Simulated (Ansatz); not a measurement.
Two G0W0 runs on MoSeS (2H monolayer).

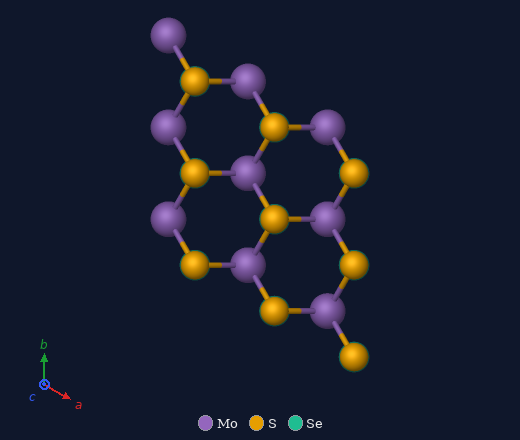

The structure (molybdenum purple, sulfur orange, selenium teal). 3×3×1 cells are drawn.

The cell holds 3 atoms: 1 Mo, 1 S and 1 Se. Cell: a = 3.181 Å, b = 3.181 Å, c = 29.600 Å, α = 90.0°, β = 90.0°, γ = 120.0°. It derives from Mo1S1Se1. Vacuum lies along c.

```
Mo S Se
1.0
     3.18126    0.00000    0.00000
    -1.59063    2.75505    0.00000
     0.00000    0.00000   29.60000
Mo S Se
1 1 1
Direct
  0.33333 0.66667 0.50289
  0.66667 0.33333 0.55420
  0.66667 0.33333 0.44580
```

The structure was relaxed with LDA. The runs that relaxed it are not among those shown.

The first (Ansatz 0.2.0; start LDA, 9×9×1 mesh, 382 empty bands, screening to 75 eV, PAW set soft_1 files; 1 × NVIDIA H100 80GB HBM3 (shared by 6 runs) with 2 threads of AMD EPYC 7R13 (Zen 3), shared host) gave, on its mesh: starting gap 1.76 eV, G0W0 gap 2.43 eV, mean of 1 + 4πα/V (set by the cell height) 3.13, 91 s.

The second changes empty bands from 382 to 154 and screening cutoff (eV) from 75.0 to 41. What does it give?

It gave: starting gap 1.76 eV, G0W0 gap 2.40 eV, mean of 1 + 4πα/V (set by the cell height) 3.15, 20 s. The G0W0 gap moves by −0.04 eV, +0.00 eV from the start and −0.04 eV from the correction.

Limits: not at the basis limit; coarse mesh for a sheet; no spin-orbit coupling.

[Paths, hosts, dates, memory and timing lines, banners, echoed tables and standing remarks are left out of the program output.]

[Logs are printed without paths, hosts, clocks, repeated set-up lines and the standing remarks that a program may print on its own settings, such as how far it seeks lower states.]

[Runs of the session that timed out or met a known fault of the program may be left out.]

[Cells called generated may have been cut or substituted from an entry of the Crystallography Open Database or the Materials Project.]

[Hosts, paths, dates, database ids (printed as entryN), source tags and the programs' standing remarks are cut or masked in the printed files.]
